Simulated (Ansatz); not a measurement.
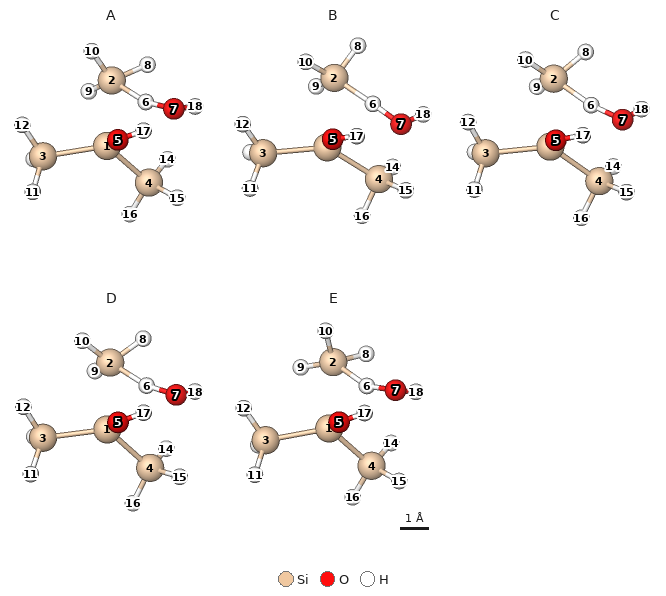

5 geometries from one constrained relaxation of Si4H12O2, in shuffled order. Style: ball-and-stick. Shown at a tilt.

The reaction that was planned forms Si1–O7, Si2–H6 and breaks Si1–Si2, H6–O7 (atoms numbered from 1 in input order).

Method: Ansatz 0.2.0, RKS PBE0-D4/def2-SVP. (held fixed: the distance between atoms 1 (Si) and 7 (O), the distance between atoms 2 (Si) and 6 (H), the distance between atoms 1 (Si) and 2 (Si), the distance between atoms 6 (H) and 7 (O), counting from 1; force threshold 0.04 eV/Å; at most 150 steps)

> Put them in the order of the run, from the start to the converged end.

B, C, D, A, E. They are steps 0, 3, 7, 13, 22, at +73.5 kJ/mol, +34.2 kJ/mol, +9.81 kJ/mol, +2.31 kJ/mol relative to the last. Over 19 accepted moves (22 points after the start) the energy falls by 73.5 kJ/mol. Largest force component: 0.81 eV/Å at the start, 0.035 eV/Å at the end. The line search rejected the trial steps at points 9, 17, 19 of the run. The atom that moves furthest after the best rigid fit is an H atom (1.15 Å). By element the largest moves are H 1.15 Å, O 0.97 Å, Si 0.36 Å. Some distances before and after: O–Si 2.237 → 3.272 Å, H–Si 2.334 → 2.081 Å, H–Si 1.463 → 1.496 Å, H–O 0.955 → 0.980 Å. Bond angles that change, for instance: H–Si–H 126.0° → 99.3°, H–Si–H 120.4° → 143.5°, Si–Si–Si 137.9° → 118.5°. The run took about 23 s of wall time on a shared GPU.
